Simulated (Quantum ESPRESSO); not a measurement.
## NiS: a ladder in the smearing: rung 1, start ferro ++

Quantum ESPRESSO 7.5; PBEsol with U = 6 eV on Ni d (ortho-atomic projectors); plane waves with GBRV 1.5 PBEsol potentials, no spin-orbit coupling (settings of the first rung).

The database entry behind the starting cell differs from later determinations by our own check (about 0.4 % short), so it need not match the best structure at ambient conditions.

Contents of pw.in:

```
&CONTROL
  calculation = 'scf'
  prefix = 'pwscf'
  outdir = './tmp'
  pseudo_dir = './pseudo'
  disk_io = 'nowf'
/
&SYSTEM
  ibrav = 0
  nat = 4
  ntyp = 2
  ecutwfc = 40
  ecutrho = 280
  nbnd = 35
  occupations = 'smearing'
  smearing = 'fd'
  degauss = 0.02204959
  nspin = 2
  starting_magnetization(1) = 0.1111
  starting_magnetization(2) = 0
/
&ELECTRONS
  conv_thr = 8d-09
  electron_maxstep = 150
  mixing_beta = 0.3
/
ATOMIC_SPECIES
Ni     58.6934 ni_pbesol_v1.4.uspp.F.UPF
S      32.0600 s_pbesol_v1.4.uspp.F.UPF
CELL_PARAMETERS angstrom
   3.4250000000    0.0000000000    0.0000000000
  -1.7125000000    2.9661370080    0.0000000000
   0.0000000000    0.0000000000    5.3400000000
ATOMIC_POSITIONS crystal
Ni      0.0000000000    0.0000000000    0.0000000000
Ni      0.0000000000    0.0000000000    0.5000000000
S       0.3333333333    0.6666666667    0.2500000000
S       0.6666666667    0.3333333333    0.7500000000
K_POINTS automatic
8 8 4 0 0 0
HUBBARD {ortho-atomic}
U Ni-3d 6.0000
```

Started as:

```sh
$ OMP_NUM_THREADS=1 mpirun -n 2 pw.x -nk 2 -in pw.in > pw.out
```

Before running it: what should come out for the spin moment in the atom's sphere?

The site moments add up to 3.13 μB, near the cell's 3.29 μB; the rest lies between the atoms. Symmetry leaves 2 kinds of site among the 4 atoms, and equivalent atoms carry values of equal size.

Spin moment in the atom's sphere by atom:

| atom | spin moment in the atom's sphere (μB) |
| --- | --- |
| Ni1 | 1.37 |
| Ni2 | 1.37 |
| S3 | 0.19 |
| S4 | 0.19 |

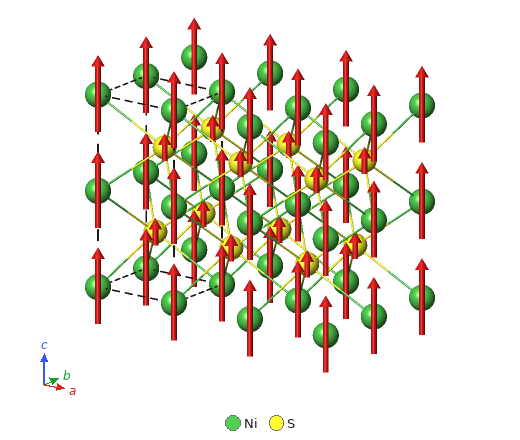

Spin moment in the atom's sphere as arrows, the longest 1.37 μB. Up and down stand for the sign. Arrows give size and sign along the axis of quantisation, drawn up and down the page. Each arrow also spans its atom, so small moments look longer than they are. Bonds to atoms that aren't drawn are left out. 3×2×1 cells are drawn. Some periodic images of atoms are drawn too.

This step gave:

```
magnetization : 3.29 μB
final state   : ferromagnetic
```

[Logs and program files are shortened in this print: banners, set-up blocks, solver, clock and traceback lines can be left out without a mark of their own.]

[Logs are printed without paths, hosts, clocks, repeated set-up lines and the standing remarks that a program may print on its own settings, such as how far it seeks lower states.]

[Hosts, paths, dates, database ids (printed as entryN), source tags and the programs' standing remarks are cut or masked in the printed files.]

[Where a cell is said to come from a database of computed structures, the database is the Materials Project.]
